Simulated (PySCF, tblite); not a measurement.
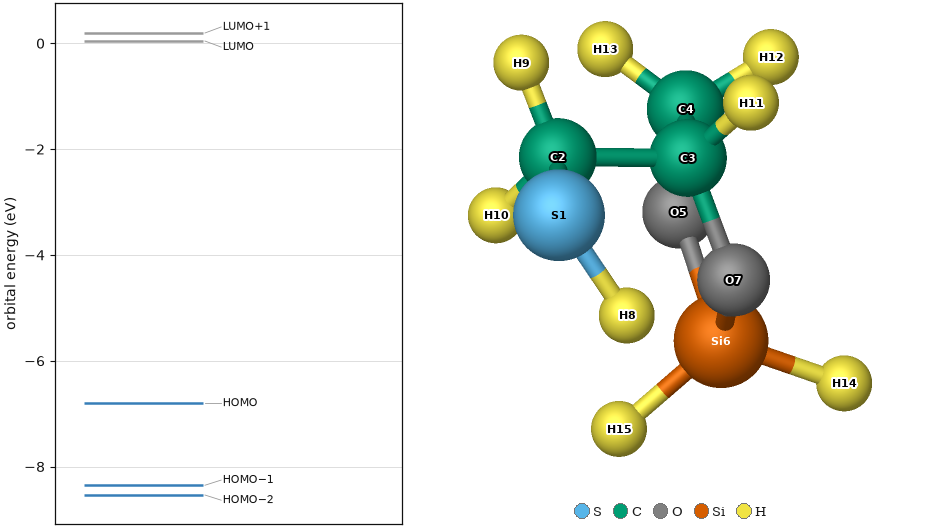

C₃H₈O₂SSi, SMILES SC[C@@H]1CO[SiH2]O1. Kohn-Sham orbital energies near the frontier, PBE0/def2-SVPD in PySCF 2.14.0, at a GFN2-xTB geometry (a minimum by its frequencies), isolated molecule; empty levels in grey, levels within 0.03 eV side by side.

**Where do the frontier orbitals lie?**

HOMO at −6.80 eV, LUMO at 0.04 eV, 6.85 eV apart.

**How far below the HOMO does the next level lie?**

1.55 eV.

Known limits of this run: the tight-binding geometry is rougher than a DFT one and adds to the error; one conformer of a flexible molecule; empty levels above zero depend strongly on the basis.
